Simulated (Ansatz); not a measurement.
## Al₄Sb₃ (charge +1): single-point calculation

Al₄Sb₃, charge +1, computed with RKS r2SCAN50-d4/def2-SVP (Ansatz 0.2.0).

The geometry comes from this level: PBE-D4/def2-SVP. Figures and captions count atoms from 1; the log counts them from 0 in places.

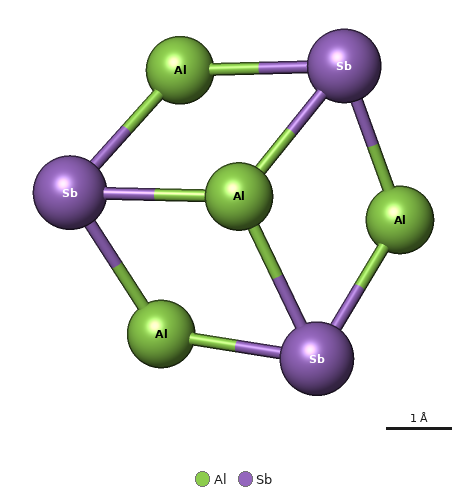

**Figure 1.** The input geometry (ball-and-stick view, seen on its broad side). Sticks mark near contacts. Bond lengths as drawn: Al–Sb 2.62 to 2.83 Å.

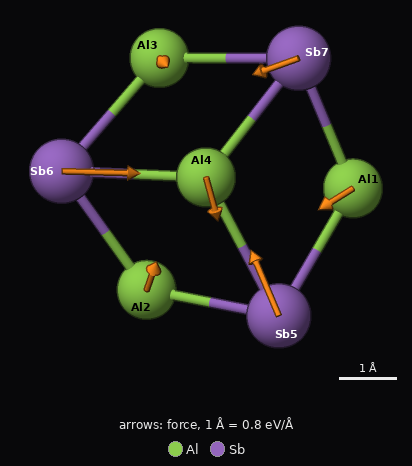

**Figure 2.** Forces on the atoms as orange arrows (ball-and-stick view, seen at a tilt; atoms are numbered from 1 in the order of the input). The largest act on Sb6 (1.14 eV/Å); Sb5 (1.05 eV/Å); Sb7 (0.77 eV/Å); Al4 (0.71 eV/Å), among others. The geometry is not a stationary point of this energy.

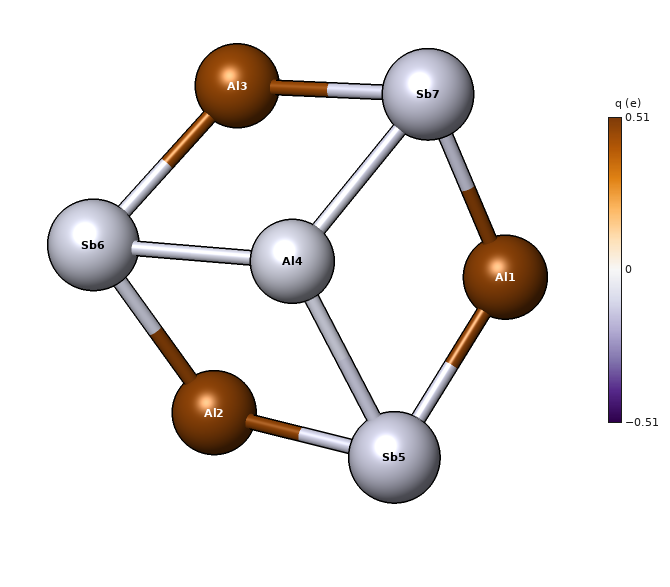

**Figure 3.** Mulliken charges, as the colour of each atom (ball-and-stick view, seen at a tilt; atoms are numbered from 1 in the order of the input; Mulliken charges depend strongly on the basis). By element: Al −0.09 to +0.48 and Sb −0.12 to −0.10 e.

The input and output of the run follow.

Input
```yaml
crystal:
  periodic: [false, false, false]
  atoms:
    - {symbol: Al, position_ang: [0.112485, -2.017994, -1.446668]}
    - {symbol: Al, position_ang: [-0.411246, -0.512275, 2.348116]}
    - {symbol: Al, position_ang: [-1.368772, 1.822216, -0.906752]}
    - {symbol: Al, position_ang: [0.811283, 0.379803, -0.067976]}
    - {symbol: Sb, position_ang: [1.159594, -2.206953, 1.013362]}
    - {symbol: Sb, position_ang: [-0.497404, 2.084816, 1.642326]}
    - {symbol: Sb, position_ang: [0.087002, 0.305789, -2.663802]}
basis:
  gaussian: {orbitals: def2-SVP}
total_charge: 1
hamiltonian: {xc: {name: r2SCAN50}, dispersion: d4}
scf: {omitted_lower_state_checks: [starts]}
output: {forces: true}
```

Run as:
```bash
ansatz run in.yaml --threads 4 --pin off --events-out ev --progress --plain --max-ram 4787MiB
```

What the program printed
```
Functional definition: r2SCAN50
  name "r2SCAN50"
  cite "Bursch, Neugebauer, Ehlert & Grimme, J. Chem. Phys. 156, 134105 (2022) doi:10.1063/5.0086040"
  cite "Furness, Kaplan, Ning, Perdew & Sun, J. Phys. Chem. Lett. 11, 8208 (2020) doi:10.1021/acs.jpclett.0c02405"
  cite "Furness, Kaplan, Ning, Perdew & Sun, J. Phys. Chem. Lett. 11, 9248 (2020) doi:10.1021/acs.jpclett.0c03077"
  parent r2scan
  parameter a = 0.5
  parameter k0 = 0.174
  parameter k1 = 0.065
  parameter a1 = 4.9479
  exchange = (1 - a)*r2scan_x(k0 = k0, k1 = k1, a1 = a1) + a*exact_x
  correlation = r2scan_c
these checks for a lower state are left out or cut short: starts
1634 factors; integrals over basis functions are off by at most 5.0e-4 eV
mean field evaluation 1: about -45985.9262 eV, gradient 2.1e1 eV
mean field evaluation 2: about -45985.9738 eV, gradient 2.2e1 eV
mean field evaluation 4: about -45988.0022 eV, gradient 1.2e0 eV
mean field evaluation 8: about -45988.2854 eV, gradient 3.9e-1 eV
mean field evaluation 16: about -45988.2861 eV, gradient 5.5e-4 eV
mean field -45988.28608436 eV, -1690.0383416205 hartree, gradient 6.4e-5 eV, S^2 0.000000; 0 other end points of the search recorded, 0 dependent functions left out
the calculation of the forces begins
reference -45988.28609099 eV, -1690.0383418640 hartree; 60, 60 occupied and 90, 90 virtual orbitals, 1634 factors
Total energy: -45988.46343863 eV, -1690.0448592696 hartree
Atom 0 at     0.112485    -2.017994    -1.446668 Å, force     0.242280     0.256835     0.528076 eV/Å
Atom 1 at    -0.411246    -0.512275     2.348116 Å, force     0.322316     0.262288    -0.460763 eV/Å
Atom 2 at    -1.368772     1.822216    -0.906752 Å, force     0.282130    -0.106783    -0.011389 eV/Å
Atom 3 at     0.811283     0.379803    -0.067976 Å, force    -0.042576    -0.584629     0.399682 eV/Å
Atom 4 at     1.159594    -2.206953     1.013362 Å, force    -0.530147     0.801848    -0.418980 eV/Å
Atom 5 at    -0.497404     2.084816     1.642326 Å, force     0.036611    -0.902313    -0.691331 eV/Å
Atom 6 at     0.087002     0.305789    -2.663802 Å, force    -0.310614     0.272754     0.654705 eV/Å
Dipole moment:    -0.662567    -0.278685     0.021313 e Å
Checks for a lower state left out: starts
```

Key numbers

- outcome: converged
- total energy: −45988.4634 eV
- mean-field energy: −45988.2861 eV
- dispersion energy: −0.1773 eV
- SCF solution under orbital rotations: stable
- largest force (length of the vector): 1.137 eV/Å
- hardware: 4 threads of Arm Neoverse V2, 23 GiB of memory available, shared host
- wall time: 8.5 s (CPU time 32 s)
- peak memory: 0.61 GiB
